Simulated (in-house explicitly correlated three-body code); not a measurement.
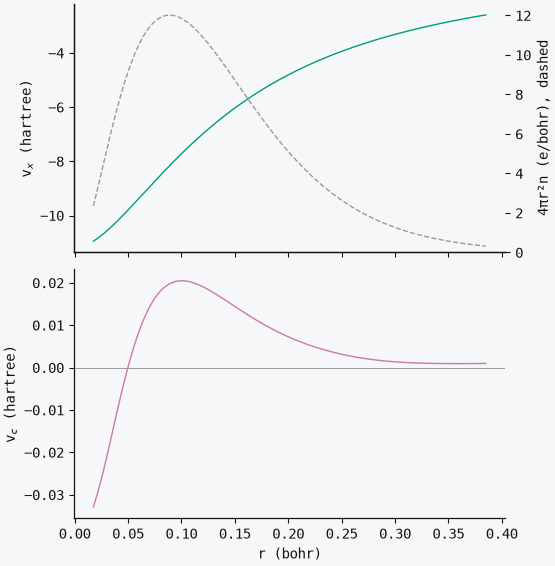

Two electrons around a point charge Z = 11.5. Computed variationally in 260 exponentially correlated functions with an in-house code, non-relativistic, converged to about 10⁻⁸ of the energy. The plot shows the exact exchange and correlation potentials of the ground state, from inverting its density, with the radial density dashed.

Describe the exact correlation potential.

The exchange potential, minus half the Hartree potential for two paired electrons, rises from −10.95 hartree at 0.018 bohr to −2.59 at 0.39 bohr, tending to −1/r far out. The correlation potential is −0.033 hartree at the inner end, crosses zero near 0.050 bohr and has a positive maximum of 0.020 hartree near 0.10 bohr; the density peaks at 0.089 bohr. The LDA correlation potential, by contrast, is negative everywhere. The Kohn-Sham level equals minus the binding of the second electron, −1608 eV.
